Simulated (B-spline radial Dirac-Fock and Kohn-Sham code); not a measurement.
Neutral palladium. Computed with a radial B-spline solver: the relativistic binary-encounter-Bethe model (direct ionisation alone). The model is low by up to a factor of two for deep shells of heavy atoms.

Before looking at the plot, say what to expect. Its caption: Inner-shell ionisation cross sections by electron impact.

K (bound by 24.35 keV) is largest at 1.0 MeV among the points computed, 50.8 b; L2 (bound by 3.330 keV) is largest at 15 keV among the points computed, 1940 b; M1 (bound by 671.6 eV) is largest at 3.0 keV among the points computed, 43100 b; M3 (bound by 532.3 eV) is largest at 3.0 keV among the points computed, 134000 b; M4 (bound by 340.5 eV) is largest at 2.0 keV among the points computed, 289000 b.

The result:

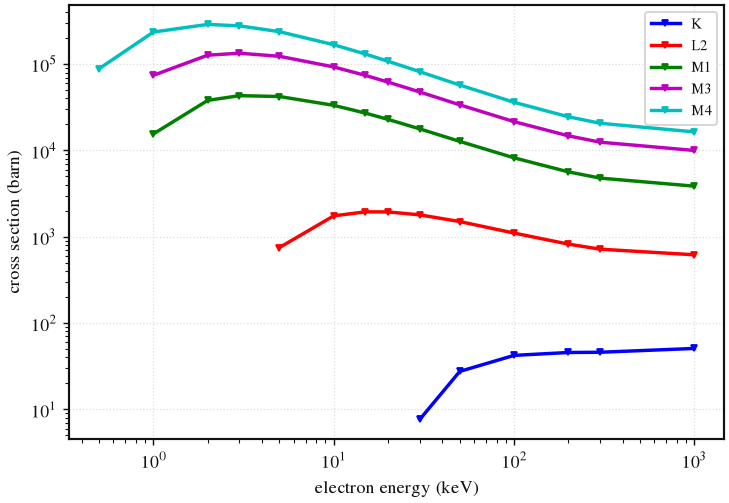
